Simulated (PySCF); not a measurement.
# Excited-state calculation of C₃H₉AsN₂Si

System: C₃H₉AsN₂Si.
Method: TDDFT CAM-B3LYP/def2-SVPD, vertical, gas phase, core orbitals frozen in the response (PySCF 2.14.0).

The geometry comes from this level: GFN2-xTB. It belongs to a series of runs on one base structure; here: N replaced by As.

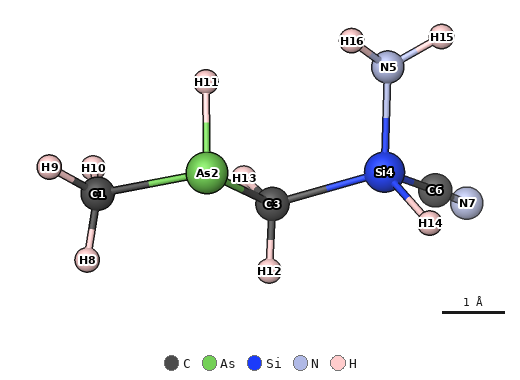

**Figure 1.** The structure (ball-and-stick view, seen at a tilt; atoms are numbered from 1 in the order of the input).

Summary

```csv
quantity,value
outcome,converged
total energy,−2754.116988 hartree
HOMO,−8.64 eV
LUMO,0.43 eV
dipole moment,4.22 D
mean polarisability,104.35 a.u.
lowest singlet excitation,6.27 eV
hardware,"1 CPU thread, shared host"
wall time,2.2 min
peak memory,1.1 GiB
```

Notes

Spin–orbit coupling is left out, which matters for the heavy atoms.

The input
```
{"job": {"kind": "uv", "xc": "CAM-B3LYP", "basis": "def2-SVPD", "nstates": 8, "ntriplets": 3}, "charge": 0, "multiplicity": 1}
C      2.899278    -0.472269    -0.452709
As     1.588683    -0.136796     0.983481
C      0.146900     0.567524    -0.179610
Si    -1.529448     0.697176     0.695493
N     -1.965716    -0.874262     1.235174
C     -2.845337     1.121706    -0.567700
N     -3.645102     1.407462    -1.335608
H      3.319093     0.477370    -0.786845
H      3.717870    -1.091331    -0.087597
H      2.436547    -0.966853    -1.305426
H      1.063931    -1.556486     0.980755
H      0.455378     1.565508    -0.502406
H      0.068959    -0.051144    -1.075125
H     -1.538070     1.795121     1.682506
H     -2.895149    -1.055364     1.578278
H     -1.285416    -1.418418     1.743077
```

The first line tells a small driver script what to run in PySCF; the rest is the geometry in Å.

Launched with:
```bash
OMP_NUM_THREADS=1 python <driver script> task.json out
```

Output
```
coarse grid: 61776 points
cycle   1  E = -2754.0358212726  dE = -2.268e-01  |g| = 5.842e-01  |ddm| = 5.467e+00
cycle   2  E = -2753.9819682594  dE =  5.385e-02  |g| = 7.954e-01  |ddm| = 1.770e+00
cycle   3  E = -2754.1125424318  dE = -1.306e-01  |g| = 1.443e-01  |ddm| = 9.115e-01
cycle   4  E = -2754.1163509707  dE = -3.809e-03  |g| = 5.427e-02  |ddm| = 1.785e-01
cycle   5  E = -2754.1169827019  dE = -6.317e-04  |g| = 1.009e-02  |ddm| = 9.835e-02
cycle   6  E = -2754.1170069432  dE = -2.424e-05  |g| = 2.665e-03  |ddm| = 1.535e-02
cycle   7  E = -2754.1170086030  dE = -1.660e-06  |g| = 8.288e-04  |ddm| = 7.540e-03
final grid: 128960 points
cycle   8  E = -2754.1169875361  dE = -7.389e-08  |g| = 8.811e-04  |ddm| = 5.101e-03
cycle   9  E = -2754.1169874907  dE =  4.545e-08  |g| = 1.015e-03  |ddm| = 2.607e-03
cycle  10  E = -2754.1169877188  dE = -2.282e-07  |g| = 6.278e-05  |ddm| = 1.239e-03
cycle  11  E = -2754.1169877197  dE = -8.622e-10  |g| = 3.102e-05  |ddm| = 1.061e-04
```

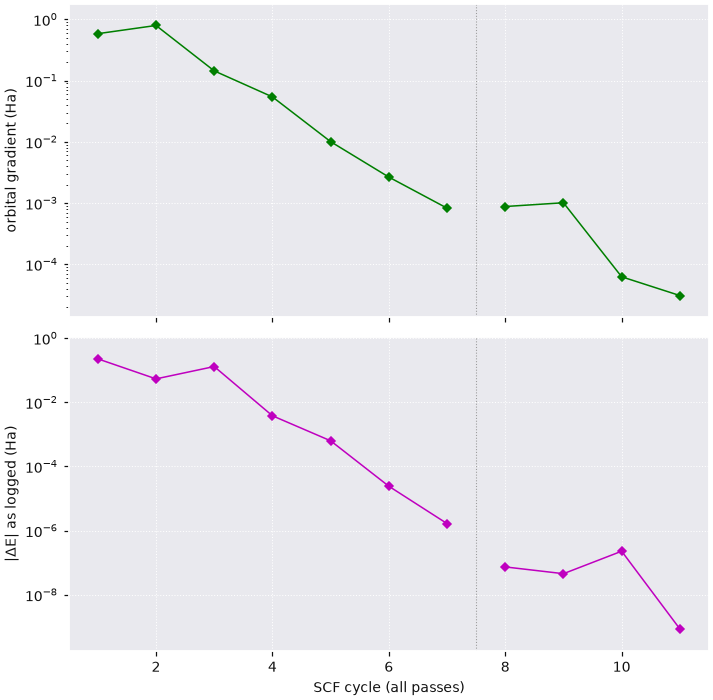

**Figure 2.** Convergence of the self-consistent field: orbital gradient and size of the energy change against the SCF cycle. The dotted line marks the change from a coarse to the final integration grid. The first 7 cycles use a coarse grid, the final grid takes over at cycle 8, and the field converges after 11 cycles in all.

```
converged SCF energy = -2754.1169877197

Static polarisability (au): isotropic 104.346, principal 85.777 96.535 130.725

Singlet excitations
state   eV       nm        f      main configurations
  1   6.2663    197.9   0.07322   H->L 0.44, H->L+2 0.29, H->L+1 0.12
  2   6.3681    194.7   0.04067   H->L+2 0.52, H->L+1 0.30
  3   6.4855    191.2   0.02981   H-1->L 0.67, H->L+1 0.17
  4   6.5487    189.3   0.12180   H->L 0.26, H-1->L 0.22, H->L+1 0.18
  5   7.0463    176.0   0.01839   H-1->L+1 0.77
  6   7.1683    173.0   0.01720   H-4->L 0.30, H-2->L 0.17, H-4->L+1 0.11
  7   7.4103    167.3   0.01023   H->L+4 0.43, H->L+5 0.19, H->L 0.13
  8   7.5004    165.3   0.02520   H-4->L+1 0.22, H-2->L 0.19, H-5->L 0.11

Triplet excitations (Tamm-Dancoff, eV): 5.3006 5.4009 5.9880
```

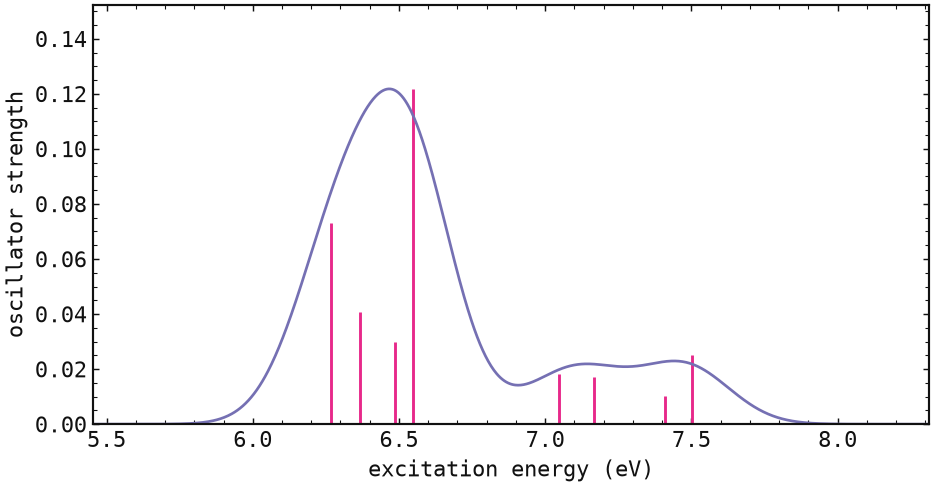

**Figure 3.** Computed excitations as sticks (degenerate states added up, dark ones marked on the axis), with a Gaussian envelope of 0.35 eV full width at half maximum, scaled to the tallest. Of the 8 states the lowest lies at 6.27 eV (f = 0.073); the strongest line is at 6.55 eV, or 189 nm (f = 0.122).

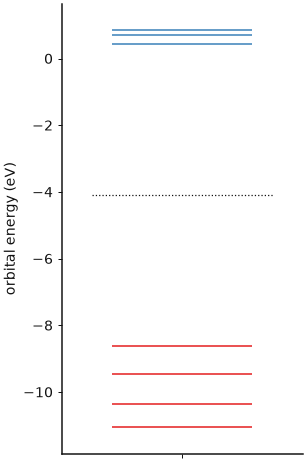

**Figure 4.** Orbital energies near the frontier; the dotted line parts filled from empty levels, and levels within 0.02 eV of each other stand side by side. Highest filled −8.64 eV, lowest empty 0.43 eV, 9.07 eV apart.
